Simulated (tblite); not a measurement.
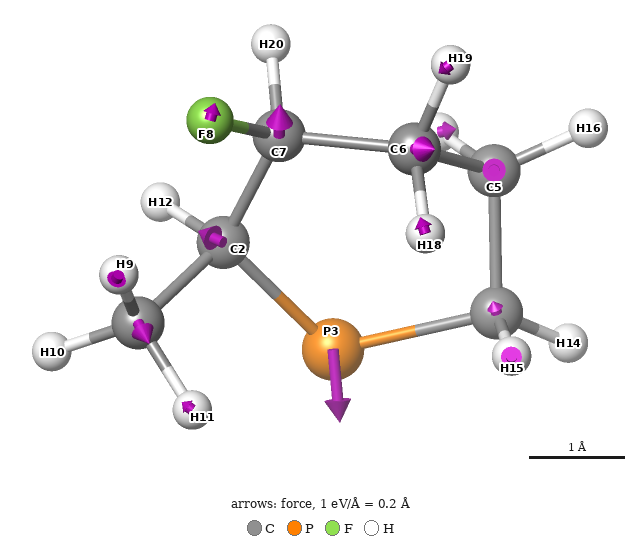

Starting geometry of C6H12FP with the computed forces as purple arrows. A ball-and-stick model, seen from a free direction.

Level of theory: GFN2-xTB geometry optimisation, gas phase (tblite). 

Q: Is this structure relaxed? If not, where do the atoms go?

A: It isn't relaxed: the largest force vector, on the P atom, is 3.96 eV/Å. The final displacements have little in common with the starting forces (cosine between the two patterns 0.18). The energy falls by 168.3 kJ/mol in 82 geometry steps. The largest move after the best rigid fit is that of an H atom, 1.34 Å. Largest moves by element: H 1.34 Å, F 0.80 Å, P 0.57 Å, C 0.50 Å. Some distances before and after: H–P 1.457 → 1.405 Å, C–P 1.824 → 1.873 Å, C–C 1.485 → 1.528 Å, C–H 1.128 → 1.094 Å. Bond angles that change, for instance: C–P–H 113.9° → 94.3°, C–P–H 108.8° → 94.9°, P–C–C 103.4° → 114.3°. Groups turn about C–C by about 40°, C–C by about 35°, C–C by about 35°.
